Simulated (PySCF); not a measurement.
Molecule: CH6OSSi, SMILES S[SiH2]OC. Atoms near the plane z = 0.6 Å, at the PBE/def2-SVP optimised geometry (x, y, z in Å): C1 (1.1, -1.4, -0.2), O2 (0.3, -0.2, 0.0), Si3 (-1.4, -0.2, 0.0), S4 (-2.1, 1.8, 0.0), H6 (2.1, -1.1, -0.4), H7 (1.0, -2.1, 0.7), H9 (-2.0, -0.8, 1.3).

Calculation: PBE/def2-TZVP run with PySCF. The values are rescaled to run from 0 to 1.

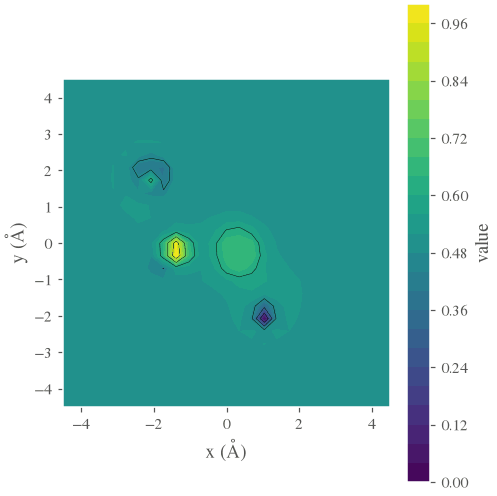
*a field on the plane z = 0.6 Å.*

### Question
Which quantity is mapped?
A) electron localisation function
B) electrostatic potential
C) Laplacian of the electron density
D) deformation density (molecule minus spherical neutral atoms)

### Answer
C, Laplacian of the electron density. In full: Laplacian of the electron density (e/bohr⁵), clipped to [-1.50, 1.50].
